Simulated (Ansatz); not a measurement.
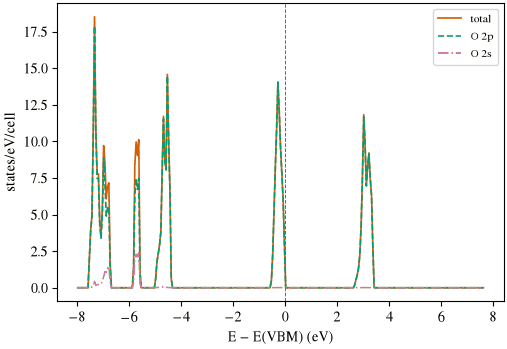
Fig. 1. Total and projected density of states of O (α-O2, space group No. 12), plane-wave PAW r²SCAN (Ansatz code)

Problem. Which orbitals carry the states next to the gap?

Solution. Top 1 eV of the valence band: O 2p 100 %. Bottom 1 eV of the conduction band: O 2p 99 %. Projections are on Löwdin-orthogonalised atomic valence shells; empty p or d shells of many metals are not among them.

Problem. Where is the tallest occupied peak in this window, and what makes it?

Solution. Near -7.3 eV, about 19 states/eV per cell; the largest projected share is O 2p.

Space group C2/m (α-O2). The cell was relaxed with r²SCAN under the symmetry of its start, as lowered by the spin order. Spin order of the final state: antiferromagnetic, chosen from 5 collinear starts compared on coarse meshes (ties went to the first, and starts can fall back to one state), not a proven ground state. Textbook magnetic order: antiferromagnetic. The substance is a gas or liquid at ambient conditions; this is its low-temperature solid. Other orbital occupations within this spin state were not tried. No Hubbard U is applied. A crystal of weakly bound units computed without a dispersion correction: the cell and the soft elastic constants depend strongly on that.

Potentials: the earlier of the program's two PAW sets.
